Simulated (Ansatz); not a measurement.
# BSiCl (quintet): wave-function methods side by side, cc-pVDZ

Aim: climb from Hartree-Fock through coupled cluster and multireference methods for BSiCl (quintet) at one geometry and basis, and see what each rung misses.

Computed with Ansatz 0.2.0, Gaussian basis. Level: cc-pVDZ, core rule «outside noble gas», up to 11 orbitals frozen.

Plan: UHF; CCSD(T) on ROHF; CCSD(T) on UHF; BCCD(T) on ROHF; CISD as a restricted active space (open shells left free, so some higher excitations enter); CCSDT(Q) on ROHF; CCSDT(Q) on UHF; CASSCF and MRCISD+Q, 12 electrons in 11 orbitals; CASSCF and NEVPT2, 12 electrons in 11 orbitals.

25 further runs of the same task are left out: 10 that didn't finish, 15 set aside as unsound or not needed. Runs told in other sessions of the task aren't counted.

### 1 What is computed

The geometry is a PBE0/def2-TZVP stationary point (not a proven minimum) of the parent state, kept for this charge and spin.

3 atoms, charge 0, spin multiplicity 5.

Atoms are counted from 1 here; the program's logs count them from 0.

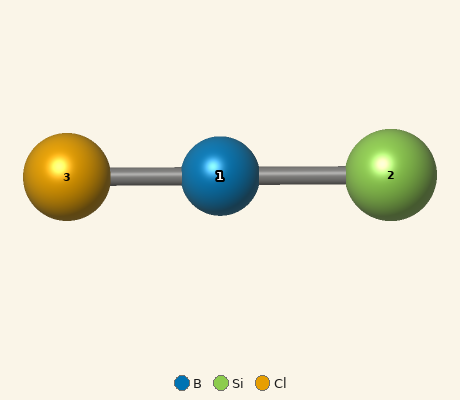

The geometry (boron blue, silicon green, chlorine amber); atoms are numbered from 1 in the order of the file.

Geometry (Å):

```
B     0.00000    0.00000    0.06370
Si    0.00000    0.00000   -1.81724
Cl    0.00000    0.00000    1.75355
```

### 2 UHF

File in.yaml:

```yaml
crystal:
  periodic: [false, false, false]
  atoms:
    - {symbol: B, position_ang: [0.000000, 0.000000, 0.063696]}
    - {symbol: Si, position_ang: [0.000000, 0.000000, -1.817242]}
    - {symbol: Cl, position_ang: [0.000000, 0.000000, 1.753546]}
basis:
  gaussian: {orbitals: cc-pVDZ}
magnetization: {spin_polarized: true, initial_magnetization: 4}
hamiltonian: {xc: hf}
output: {orbitals: {seedname: orbitals}}
```

Command:

```console
$ ansatz run in.yaml --threads 1 --pin off --events-out ev --progress --plain --max-ram 2393MiB
```

The runs that follow: CCSD(T) on ROHF; CCSD(T) on UHF; BCCD(T) on ROHF; CISD as a restricted active space (open shells left free, so some higher excitations enter); CCSDT(Q) on ROHF; CCSDT(Q) on UHF; CASSCF and MRCISD+Q, 12 electrons in 11 orbitals; CASSCF and NEVPT2, 12 electrons in 11 orbitals.

Before running them: what should the planned runs give, taken together? Wanted: UCCSDT(Q) from the RHF energy; RMP2 from UCCSDT(Q); UMP2 from UCCSDT(Q); RCCSD from UCCSDT(Q); RCCSD(T) from UCCSDT(Q); UCCSD(T) from UCCSDT(Q); RCCSDT(Q) from UCCSDT(Q); NEVPT2 valence from UCCSDT(Q); MRCISD+Q valence from UCCSDT(Q).

As calculated:

| quantity | value |
| --- | --- |
| UCCSDT(Q) from the ROHF energy | -7.6132 eV |
| RMP2 from UCCSDT(Q) | +111.4 kJ/mol |
| UMP2 from UCCSDT(Q) | +113.4 kJ/mol |
| RCCSD from UCCSDT(Q) | +27.4 kJ/mol |
| RCCSD(T) from UCCSDT(Q) | +5.0 kJ/mol |
| UCCSD(T) from UCCSDT(Q) | +5.1 kJ/mol |
| RCCSDT(Q) from UCCSDT(Q) | +0.2 kJ/mol |
| NEVPT2 valence from UCCSDT(Q) | +119.1 kJ/mol |
| MRCISD+Q valence from UCCSDT(Q) | +9.7 kJ/mol |
| levels within 1 kcal/mol (43 meV) | RCCSDT, UCCSDT, RCCSDT(Q) |
| T1 diagnostic | 0.029 |
| effectively unpaired electrons | 4.01 |

RCCSD(T) lands +5.0 kJ/mol from the yardstick (0.7 % of the correlation energy). One determinant dominates. Of the multireference levels listed MRCISD+Q valence comes nearest in total energy (+9.7 kJ/mol), which doesn't show that its space is the better one. These misses are within one basis, not against nature; the frozen cores of restricted and unrestricted runs differ, which can shift their rows.

With open shells the CI space here admits some higher excitations, so it is larger than plain CISD.
